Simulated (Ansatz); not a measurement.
# The perfect InAs wire along [100], 6 atoms a period, H-terminated

What gap, if any, does the InAs wire along [100], 6 atoms a period, H-terminated have, and how does it change with the functional?

Main program and level: Ansatz 0.2.0; DFT PBE, plane waves, PAW; relaxation of a wire's period; PAW set soft_1, in the first sound run; inputs show where later runs differ.

### 1. Set-up

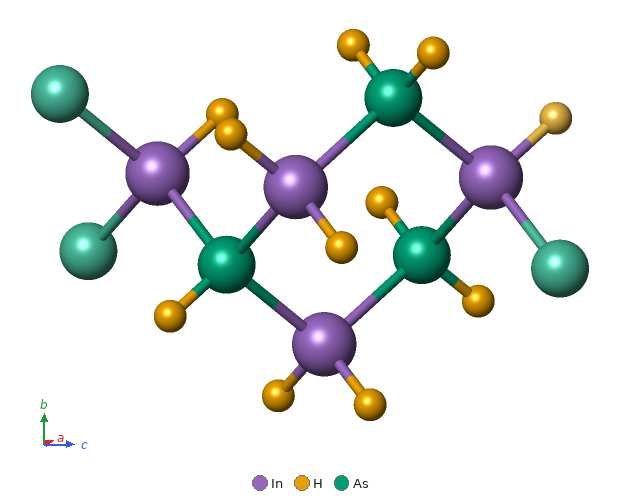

The starting structure, seen from the side, with the c axis across the page (indium purple, hydrogen orange, arsenic teal). Some periodic images of atoms are drawn too.

The cell holds 16 atoms: 3 In, 10 H and 3 As. Cell: a = 13.365 Å, b = 13.365 Å, c = 6.190 Å, α = 90.0°, β = 90.0°, γ = 90.0°. Vacuum lies along a and b. The structure's axis is c.

### 2. Relaxation of atoms and period

Band widths follow the bond lengths, so the wire is relaxed first. The atoms and the third cell vector are free; the box across stays fixed as vacuum. A Fermi-Dirac smearing is set since the result may be a metal. The pressure printed is a third of the stress's trace over the whole box, vacuum included; only the stress along the axis is relaxed.

File input.yaml:

```yaml
crystal:
  lattice:
    - [13.365, 0.0, 0.0]
    - [0.0, 13.365, 0.0]
    - [0.0, 0.0, 6.19]
  atoms:
    - { symbol: In, position: [0.562864458, 0.562864458, 0.0] }
    - { symbol: H, position: [0.380119009, 0.380119009, 0.105429254] }
    - { symbol: H, position: [0.639758096, 0.639758096, 0.166023179] }
    - { symbol: As, position: [0.447076953, 0.447076953, 0.25] }
    - { symbol: H, position: [0.25439581, 0.639758096, 0.333976821] }
    - { symbol: H, position: [0.639758096, 0.25439581, 0.333976821] }
    - { symbol: In, position: [0.331289448, 0.562864458, 0.5] }
    - { symbol: In, position: [0.562864458, 0.331289448, 0.5] }
    - { symbol: H, position: [0.514034897, 0.745609906, 0.605429254] }
    - { symbol: H, position: [0.745609906, 0.514034897, 0.605429254] }
    - { symbol: H, position: [0.25439581, 0.485970819, 0.666023179] }
    - { symbol: H, position: [0.485970819, 0.25439581, 0.666023179] }
    - { symbol: As, position: [0.447076953, 0.678651963, 0.75] }
    - { symbol: As, position: [0.678651963, 0.447076953, 0.75] }
    - { symbol: H, position: [0.380119009, 0.745609906, 0.894570746] }
    - { symbol: H, position: [0.745609906, 0.380119009, 0.894570746] }
kpoints:
  mp_grid: { grid: [1, 1, 13] }
scf:
  occupations: { method: fermi_dirac, width: 0.05 }
hamiltonian:
  xc: pbe
  pseudopotentials: { kind: paw, azcp: { folder: soft_1 } }
relax:
  cell: { fix: [a, b, alpha, beta, gamma] }
  max_steps: 45
  f_tol: 0.03
```

The run is started by

```bash
ansatz run input.yaml --threads 4 --pin off --max-ram 16384MiB --backend cpu --events-out ev --progress --plain --runs-dir out
```

Numbers of over 12 decimals in the logs are rounded to 6 here.

The log of the run:

```text
Engine: ansatz 0.2.0, aarch64-unknown-linux-gnu
Pseudopotentials: kind: paw
Pseudopotential: In, paw, valence charge 13, recommended cutoff 420 eV (normal), soft_1/In.paw.azcp
Pseudopotential: H, paw, valence charge 1, recommended cutoff 420 eV (normal), soft_1/H.paw.azcp
Pseudopotential: As, paw, valence charge 15, recommended cutoff 420 eV (normal), soft_1/As.paw.azcp
Functional definition: PBE
  parameter kappa = 0.804
  parameter beta = 0.066725
  exchange = pbe_x(kappa = kappa, mu = beta*pi^2/3)
  correlation = pbe_c(beta = beta)
Crystal: 16 atoms, lattice volume = 1105.678 Å³
Basis set: ecut = 420 eV, 21609 PW (Γ), exchange–correlation on 180×180×90 points (8 copies of the dense FFT grid, shifted against one another)
Bands: 63, of which v1, the nominal top of the filled ones, is band 47 counted from 1 (46 counted from 0)
Symmetry: 2 space group operations
Space group: Cm (ITA 8), of the structure as read, at distance tolerance 1.0e-4 Å
k-points: 7 of 13 (time reversal used)
Non-local potential: In, projectors of the file, l = 0: 2, l = 1: 2, l = 2: 2, l = 3: 1
Non-local potential: H, projectors of the file, l = 0: 2, l = 1: 1
Non-local potential: As, projectors of the file, l = 0: 2, l = 1: 2, l = 2: 3, l = 3: 1
PAW form: soft (Blöchl's): semilocal exchange-correlation on the pseudo side does not see the compensation charge
PAW one-centre angular grid: In, 590 points (default); XC on 64 Gauss nodes
PAW one-centre angular grid: H, 110 points (default); XC on 64 Gauss nodes
PAW one-centre angular grid: As, 590 points (default); XC on 64 Gauss nodes
Initial density: superposition of atomic densities (neutral atoms: chi_scale 0, normalization atom)
Initial wavefunctions: pseudopotential atomic-orbital guess
Functional: x = pbe(κ = 0.804, μ = 0.219515), c = pbe(β = 0.066725)
SCF iter   1: F=—  HF=-31520.640604 eV  |F-HF|=—  |Δ(HF+E_count)|=         —  Δρ=2.78e-2  dr2=9.43e0  ethr=3.10e-3  ⟨swp⟩=7.0  Hψ=2049  notcnv=0  defer=11
preconditioner: auto → Resta (q_TF=auto, 1.809 Å⁻¹)  ε∞=1.5  [insulator: Δε(μ)=3.615 eV  Ē_g=13.214 eV  σ=0.050 eV  W_gap=1.00  n_scr=118 (ndim 8)  ℏωp=8.9 eV  f_vac=0.651  D(μ)=0.00/eV (n_scr^D=0)  ε∞_Penn≈1.5  vacuum switching on, ρ_ref=1.3e-2 e/Å³]
SCF iter   2: F=—  HF=-31517.937894 eV  |F-HF|=—  |Δ(HF+E_count)|=    2.70e0  Δρ=1.02e-2  dr2=1.24e0  ethr=3.10e-3  ⟨swp⟩=3.4  Hψ=829  notcnv=0  defer=63
SCF iter   3: F=—  HF=-31517.642912 eV  |F-HF|=—  |Δ(HF+E_count)|=   2.95e-1  Δρ=3.13e-3  dr2=1.68e-1  ethr=1.32e-3  ⟨swp⟩=3.9  Hψ=595  notcnv=0  defer=68
SCF iter   4: F=—  HF=-31517.608438 eV  |F-HF|=—  |Δ(HF+E_count)|=   3.45e-2  Δρ=8.97e-4  dr2=9.26e-3  ethr=1.79e-4  ⟨swp⟩=3.3  Hψ=712  notcnv=0  defer=73
SCF iter   5: F=—  HF=-31517.608894 eV  |F-HF|=—  |Δ(HF+E_count)|=   4.56e-4  Δρ=3.20e-4  dr2=1.22e-3  ethr=9.85e-6  ⟨swp⟩=2.0  Hψ=492  notcnv=0  defer=73
SCF iter   6: F=—  HF=-31517.608978 eV  |F-HF|=—  |Δ(HF+E_count)|=   8.42e-5  Δρ=1.01e-4  dr2=1.13e-4  ethr=1.29e-6  ⟨swp⟩=2.4  Hψ=530  notcnv=0  defer=73
SCF iter   7: F=—  HF=-31517.609028 eV  |F-HF|=—  |Δ(HF+E_count)|=   5.03e-5  Δρ=2.65e-5  dr2=1.05e-5  ethr=1.20e-7  ⟨swp⟩=2.0  Hψ=473  notcnv=0  defer=73
SCF iter   8: F=—  HF=-31517.609011 eV  |F-HF|=—  |Δ(HF+E_count)|=   1.75e-5  Δρ=7.23e-6  dr2=5.88e-7  ethr=1.12e-8  ⟨swp⟩=2.0  Hψ=688  notcnv=0  defer=73
SCF iter   9: F=-31517.609011 eV  HF=-31517.609011 eV  |F-HF|=7.17e-8  |Δ(HF+E_count)|=   5.81e-7  Δρ=2.11e-6  dr2=4.82e-8  ethr=1.06e-10  ⟨swp⟩=5.0  Hψ=1428  notcnv=0
SCF 1 converged in 9 iterations: F = -31517.609011 eV  dr2 = 4.82e-8
  greatest PAW one-centre occupation: 0.999 electrons in one spin orbital (limit 2), on the As atom at site 13 (counted from 0), in its partial waves of l = 2
relax step   1: F+E_penalty+E_count = -31517.60901116 eV  Δ(F+E_penalty+E_count) = +0.000e0 eV  max|allowed force component| = 1.350e0 eV/Å  Δτ_max = 0.0000 Å  P = -0.352 GPa  Ω = 1105.678 Å³  fix = [a, b, alpha, beta, gamma]  reactions: a -0.345, b -0.345 GPa; alpha -0.175, beta -0.175, gamma +0.114 GPa/rad  (9 SCF iters, dr2 threshold 1.00e-7 eV, accepted)
Crystal: 16 atoms, lattice volume = 1104.231 Å³
Basis set: ecut = 420 eV, 21553 PW (Γ), exchange–correlation on 180×180×90 points (8 copies of the dense FFT grid, shifted against one another)
Initial density: handed on by an earlier stage of this run
Initial wavefunctions: those handed on with the density
iter 1 solved again at ethr=3.75e-4 eV; its pass at ethr=3.10e-3 eV (dr2=3.52e-1 eV) is discarded
SCF iter   1: F=—  HF=-31518.394558 eV  |F-HF|=—  |Δ(HF+E_count)|=         —  Δρ=5.71e-3  dr2=3.53e-1  ethr=3.75e-4  ⟨swp⟩=3.7  Hψ=2226  notcnv=0
preconditioner: auto → Resta (q_TF=auto, 1.810 Å⁻¹)  ε∞=1.5  [insulator: Δε(μ)=3.520 eV  Ē_g=13.175 eV  σ=0.050 eV  W_gap=1.00  n_scr=118 (ndim 8)  ℏωp=8.9 eV  f_vac=0.697  D(μ)=0.00/eV (n_scr^D=0)  ε∞_Penn≈1.5  vacuum switching on, ρ_ref=1.3e-2 e/Å³]
SCF iter   2: F=—  HF=-31518.306922 eV  |F-HF|=—  |Δ(HF+E_count)|=   8.76e-2  Δρ=2.81e-3  dr2=4.85e-2  ethr=3.75e-4  ⟨swp⟩=4.0  Hψ=827  notcnv=0
SCF iter   3: F=—  HF=-31518.304496 eV  |F-HF|=—  |Δ(HF+E_count)|=   2.43e-3  Δρ=8.89e-4  dr2=7.86e-3  ethr=5.15e-5  ⟨swp⟩=3.1  Hψ=882  notcnv=0  defer=71
SCF iter   4: F=—  HF=-31518.303912 eV  |F-HF|=—  |Δ(HF+E_count)|=   5.84e-4  Δρ=2.09e-4  dr2=4.83e-4  ethr=8.36e-6  ⟨swp⟩=2.1  Hψ=501  notcnv=0  defer=71
SCF iter   5: F=—  HF=-31518.303978 eV  |F-HF|=—  |Δ(HF+E_count)|=   6.61e-5  Δρ=6.19e-5  dr2=3.26e-5  ethr=5.14e-7  ⟨swp⟩=2.0  Hψ=474  notcnv=0  defer=71
SCF iter   6: F=—  HF=-31518.303990 eV  |F-HF|=—  |Δ(HF+E_count)|=   1.17e-5  Δρ=1.71e-5  dr2=4.29e-6  ethr=3.46e-8  ⟨swp⟩=2.0  Hψ=629  notcnv=0  defer=71
SCF iter   7: F=-31518.303990 eV  HF=-31518.303990 eV  |F-HF|=7.69e-8  |Δ(HF+E_count)|=   1.54e-7  Δρ=4.13e-6  dr2=2.47e-7  ethr=1.70e-9  ⟨swp⟩=5.0  Hψ=1417  notcnv=0
SCF 2 converged in 7 iterations: F = -31518.303990 eV  dr2 = 2.47e-7
relax step   2: F+E_penalty+E_count = -31518.30398958 eV  Δ(F+E_penalty+E_count) = -6.950e-1 eV  max|allowed force component| = 3.737e-1 eV/Å  Δτ_max = 0.1947 Å  P = -0.117 GPa  Ω = 1104.231 Å³  energy of the carried Pulay correction = +1.502e-4 eV  fix = [a, b, alpha, beta, gamma]  reactions: a -0.156, b -0.156 GPa; alpha -0.055, beta -0.055, gamma -0.046 GPa/rad  (7 SCF iters, dr2 threshold 1.60e-6 eV, accepted)
Crystal: 16 atoms, lattice volume = 1105.821 Å³
iter 1 solved again at ethr=2.14e-4 eV; its pass at ethr=3.10e-3 eV (dr2=2.02e-1 eV) is discarded
SCF iter   1: F=—  HF=-31518.452911 eV  |F-HF|=—  |Δ(HF+E_count)|=         —  Δρ=5.11e-3  dr2=2.07e-1  ethr=2.14e-4  ⟨swp⟩=3.9  Hψ=1999  notcnv=0
[...]
relax step   6: F+E_penalty+E_count = -31518.46439518 eV  Δ(F+E_penalty+E_count) = -5.228e-3 eV  max|allowed force component| = 3.714e-2 eV/Å  Δτ_max = 0.0685 Å  P = -0.011 GPa  Ω = 1109.674 Å³  energy of the carried Pulay correction = -4.138e-4 eV  fix = [a, b, alpha, beta, gamma]  reactions: a -0.012, b -0.012 GPa; alpha -0.005, beta -0.005, gamma +0.010 GPa/rad  (6 SCF iters, dr2 threshold 1.85e-7 eV, accepted)
relax step   7: F+E_penalty+E_count = -31518.46620963 eV  Δ(F+E_penalty+E_count) = -1.814e-3 eV  max|allowed force component| = 2.916e-2 eV/Å  Δτ_max = 0.0334 Å  P = -0.003 GPa  Ω = 1109.473 Å³  energy of the carried Pulay correction = -3.930e-4 eV  fix = [a, b, alpha, beta, gamma]  reactions: a -0.004, b -0.004 GPa; alpha -0.002, beta -0.002, gamma +0.006 GPa/rad  (6 SCF iters, dr2 threshold 8.62e-8 eV, accepted)
relax step   8: F+E_penalty+E_count = -31518.46971937 eV  Δ(F+E_penalty+E_count) = -3.510e-3 eV  max|allowed force component| = 3.049e-2 eV/Å  Δτ_max = 0.1270 Å  P = +0.004 GPa  Ω = 1109.384 Å³  energy of the carried Pulay correction = -3.838e-4 eV  fix = [a, b, alpha, beta, gamma]  reactions: a -0.002, b -0.002 GPa; alpha -0.007, beta -0.007, gamma -0.002 GPa/rad  (10 SCF iters, accepted)
relax step   9: F+E_penalty+E_count = -31518.47044048 eV  Δ(F+E_penalty+E_count) = -7.211e-4 eV  max|allowed force component| = 1.566e-2 eV/Å  Δτ_max = 0.0313 Å  P = +0.011 GPa  Ω = 1109.997 Å³  energy of the carried Pulay correction = -4.472e-4 eV  fix = [a, b, alpha, beta, gamma]  reactions: a +0.003, b +0.003 GPa; alpha +0.003, beta +0.003, gamma +0.003 GPa/rad  (6 SCF iters, dr2 threshold 5.81e-8 eV, accepted)
relax step  10: F+E_penalty+E_count = -31518.47098985 eV  Δ(F+E_penalty+E_count) = -5.494e-4 eV  max|allowed force component| = 1.546e-2 eV/Å  Δτ_max = 0.0335 Å  P = +0.008 GPa  Ω = 1111.215 Å³  energy of the carried Pulay correction = -5.730e-4 eV  fix = [a, b, alpha, beta, gamma]  reactions: a -0.002, b -0.002 GPa; alpha -0.001, beta -0.001, gamma -0.001 GPa/rad  (9 SCF iters, accepted)
Initial wavefunctions: pseudopotential atomic-orbital guess (no wavefunctions were taken with the density)
iter 1 solved again at ethr=6.69e-8 eV; its pass at ethr=3.10e-3 eV (dr2=6.29e-5 eV) is discarded
SCF iter   1: F=—  HF=-31518.468968 eV  |F-HF|=—  |Δ(HF+E_count)|=         —  Δρ=3.66e-5  dr2=3.91e-7  ethr=6.69e-8  ⟨swp⟩=4.3  Hψ=3375  notcnv=0
preconditioner: auto → Resta (q_TF=auto, 1.808 Å⁻¹)  ε∞=1.5  [insulator: Δε(μ)=3.715 eV  Ē_g=13.260 eV  σ=0.050 eV  W_gap=1.00  n_scr=118 (ndim 8)  ℏωp=8.9 eV  f_vac=0.702  D(μ)=0.00/eV (n_scr^D=0)  ε∞_Penn≈1.5  vacuum switching on, ρ_ref=1.3e-2 e/Å³]
SCF iter   2: F=—  HF=-31518.470674 eV  |F-HF|=—  |Δ(HF+E_count)|=   1.71e-3  Δρ=1.83e-5  dr2=9.05e-8  ethr=4.16e-10  ⟨swp⟩=3.0  Hψ=739  notcnv=0
SCF iter   3: F=—  HF=-31518.471564 eV  |F-HF|=—  |Δ(HF+E_count)|=   8.91e-4  Δρ=2.01e-6  dr2=1.41e-8  ethr=9.63e-11  ⟨swp⟩=3.0  Hψ=765  notcnv=0
SCF iter   4: F=—  HF=-31518.471585 eV  |F-HF|=—  |Δ(HF+E_count)|=   2.01e-5  Δρ=6.65e-7  dr2=2.66e-9  ethr=1.50e-11  ⟨swp⟩=3.4  Hψ=800  notcnv=0
SCF iter   5: F=—  HF=-31518.471588 eV  |F-HF|=—  |Δ(HF+E_count)|=   3.67e-6  Δρ=2.78e-7  dr2=3.23e-10  ethr=2.83e-12  ⟨swp⟩=2.0  Hψ=700  notcnv=0
SCF iter   6: F=-31518.471589 eV  HF=-31518.471589 eV  |F-HF|=1.49e-7  |Δ(HF+E_count)|=   8.73e-7  Δρ=8.43e-8  dr2=2.25e-11  ethr=1.00e-12  ⟨swp⟩=5.0  Hψ=1470  notcnv=0
SCF 11 converged in 6 iterations: F = -31518.471589 eV  dr2 = 2.25e-11
relax step  11: F+E_penalty+E_count = -31518.47158921 eV  Δ(F+E_penalty+E_count) = -5.994e-4 eV  max|allowed force component| = 1.555e-2 eV/Å  Δτ_max = 0.0000 Å  P = +0.009 GPa  Ω = 1111.215 Å³  fix = [a, b, alpha, beta, gamma]  reactions: a -0.002, b -0.002 GPa; alpha -0.001, beta -0.001, gamma -0.000 GPa/rad  stress off target by 2.88e-2 GPa on what of the cell is left free  SCF on the basis re-selected at this cell (its energy is not comparable with the rows above)  (6 SCF iters)
basis re-selected at this cell: Δ(F+E_penalty+E_count) = -5.994e-4 eV, ΔP = +0.001 GPa vs the last step (what re-selecting the basis moved, of the pressure what is left beyond the Pulay correction that the steps carried, after the strain that the cell walked since its last selection, with what the two solves' SCF thresholds leave and, on support functions, any second-order correction that the steps lacked; it is no m [...]
SCF converged after 6 iterations
Free energy (F): -31518.471589 eV
Harris-Foulkes:  -31518.471589 eV  (|F-HF|=1.49e-7)
Internal energy: -31518.471589 eV  (E = F + TS)
E sigma→0 (E₀):  -31518.471589 eV
Fermi energy:    -2.209160 eV
--- Per-component energies (eV) ---
  E_band       = -1899.703295
  E_kinetic    = 1073.919393
  E_local      = -31041.234415  (includes V_loc(G=0)·N_el)
  E_nonlocal   = -192.676894
  E_hartree    = 15017.587814
  E_xc         = -722.366494
  E_vxc        = -595.096462  (∫ρ·V_xc dr)
  E_paw        = -18676.401792  (= ΣΔE_a)
  E_vpaw       = -1179.781769  (= ΣTr[D̂ρ^β])
  E_aug_tail   = -0.008514  (compensation charges beyond the density's cutoff)
  E_ewald      = 3022.709314
  E_smearing   = -0.000000  (= −TS)
  E_closure    = -0.000000  (closes the sum)
  Σ components = -31518.471589   (vs F -31518.471589, Δ=0.00e0)
--- Forces (eV/Å), atoms counted from 1 ---
  atom   1  In     0.00372251     0.00372251     0.01241803
  atom   2  H      0.00047547     0.00047547    -0.00556948
  atom   3  H     -0.00252771    -0.00252771    -0.00374193
  atom   4  As    -0.00045855    -0.00045855     0.00314407
  atom   5  H     -0.00426820     0.00617540    -0.00866338
  atom   6  H      0.00617540    -0.00426820    -0.00866338
  atom   7  In     0.00936364    -0.00309641     0.00570099
  atom   8  In    -0.00309641     0.00936364     0.00570099
  atom   9  H     -0.00451224    -0.00483143     0.00986017
  atom  10  H     -0.00483143    -0.00451224     0.00986017
  atom  11  H     -0.00443652    -0.00468671     0.00408792
  atom  12  H     -0.00468671    -0.00443652     0.00408792
  atom  13  As    -0.00045666     0.01555206    -0.00667578
  atom  14  As     0.01555206    -0.00045666    -0.00667578
  atom  15  H      0.00381082    -0.00982427    -0.00743509
  atom  16  H     -0.00982427     0.00381082    -0.00743509
  max |Σ_I F_I| component: 1.21e-6 eV/Å
--- Stress (GPa, compression-positive) ---
       -0.001598       0.000445       0.000734
        0.000445      -0.001598       0.000734
        0.000734       0.000734       0.028803
  P = ⅓ Tr σ = 0.0085 GPa (0.085 kbar)
--- Relaxed structure (10 steps of the walk, 10 accepted, 1 SCFs on fresh bases) ---
  F+E_penalty+E_count = -31518.47158921 eV   max|allowed force component| = 1.555e-2 eV/Å   (the final SCF, on the basis selected at the relaxed cell)
  cell:  # Å, volume = 1111.2154 Å³
    - [13.365, 0, 0]
    - [0, 13.365, 0]
    - [0, 0, 6.221002]
  atoms:
    - { symbol: In, position: [0.571262, 0.571262, 0.034993] }
    - { symbol: H, position: [0.401764, 0.401764, 0.112642] }
    - { symbol: H, position: [0.654445, 0.654445, 0.153718] }
    - { symbol: As, position: [0.458692, 0.458692, 0.286318] }
    - { symbol: H, position: [0.274613, 0.659694, 0.299253] }
    - { symbol: H, position: [0.659694, 0.274613, 0.299253] }
    - { symbol: In, position: [0.311195, 0.566173, 0.475436] }
    - { symbol: In, position: [0.566173, 0.311195, 0.475436] }
    - { symbol: H, position: [0.498965, 0.737074, 0.642850] }
    - { symbol: H, position: [0.737074, 0.498965, 0.642850] }
    - { symbol: H, position: [0.238898, 0.488731, 0.634911] }
    - { symbol: H, position: [0.488731, 0.238898, 0.634911] }
    - { symbol: As, position: [0.439830, 0.657003, 0.761772] }
    - { symbol: As, position: [0.657003, 0.439830, 0.761772] }
    - { symbol: H, position: [0.381685, 0.729571, 0.902669] }
    - { symbol: H, position: [0.729571, 0.381685, 0.902669] }
```

Run time: 2.2 min. Hardware: 4 threads of Arm Neoverse V1, shared host; peak memory 1.8 GiB; 8.5 min of CPU time.

The steps of the relaxation:

```
step  energy less that of the first step (eV)  largest force component (eV/Å)  pressure (GPa)  volume (Å³)
   1                                   0.0000                          1.3504           -0.35      1105.68
   2                                  -0.6950                          0.3737           -0.12      1104.23
   3                                  -0.8073                          0.1604           -0.02      1105.82
   4                                  -0.8331                          0.0601           -0.02      1107.70
   5                                  -0.8502                          0.0544            0.00      1108.96
   6                                  -0.8554                          0.0371           -0.01      1109.67
   7                                  -0.8572                          0.0292            0.00      1109.47
   8                                  -0.8607                          0.0305            0.00      1109.38
   9                                  -0.8614                          0.0157            0.01      1110.00
  10                                  -0.8620                          0.0155            0.01      1111.22
 11*                                  -0.8626                          0.0156            0.01      1111.22
```

Relaxation steps marked * repeat the geometry before them on a plane-wave basis chosen anew for their cell, so energy and pressure can jump there.

The run keeps the 2 symmetry operations that it works with, so distortions that break them were not tested.

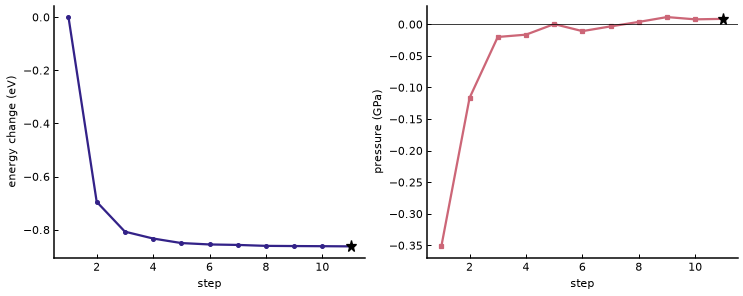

Energy and pressure along the relaxation. Stars mark steps on a basis chosen anew.

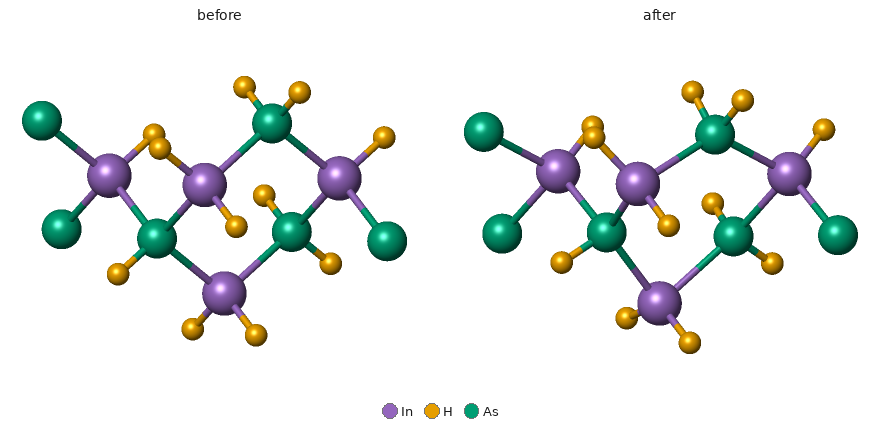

Before and after, at one scale.

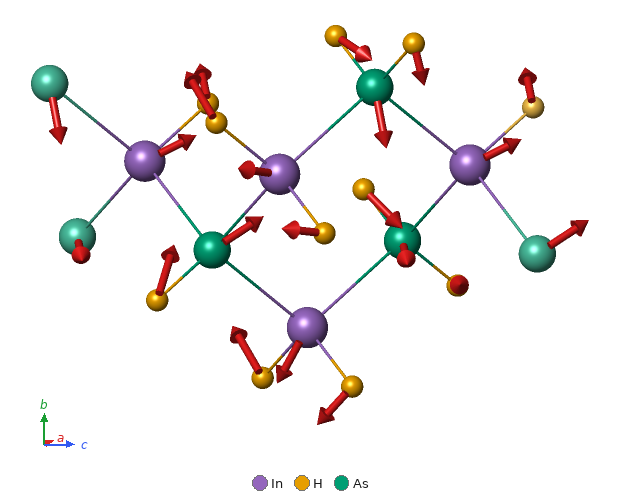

Displacements in the relaxation, exaggerated, measured against the changing cell; the longest in the cell stands for 0.44 Å. Some periodic images of atoms are drawn too.

```
cell as run  before  after  change
      c (Å)   6.190  6.221  +0.5 %
```

The atoms that moved most (Å, along periodic axes as changes of fractional coordinates times the final cell, across vacuum about the mean position):

```
atom      dx      dy      dz  length
  H6   0.266   0.270  -0.216   0.437
  H5   0.270   0.266  -0.216   0.437
  H2   0.289   0.289   0.045   0.412
  H9  -0.201  -0.114   0.233   0.328
 H10  -0.114  -0.201   0.233   0.328
 As4   0.155   0.155   0.226   0.315
As13  -0.097  -0.289   0.073   0.314
As14  -0.289  -0.097   0.073   0.314
```

Numbers from this step:

```yaml
cell_length_along_the_wire: 6.221 Å
```

The cell's length comes to 6.221 Å with spin left out.

(Continued in part 2 of 2.)

[Logs are printed without paths, hosts, clocks, repeated set-up lines and the standing remarks that a program may print on its own settings, such as how far it seeks lower states.]

[Hosts, paths, dates, database ids (printed as entryN), source tags and the programs' standing remarks are cut or masked in the printed files.]
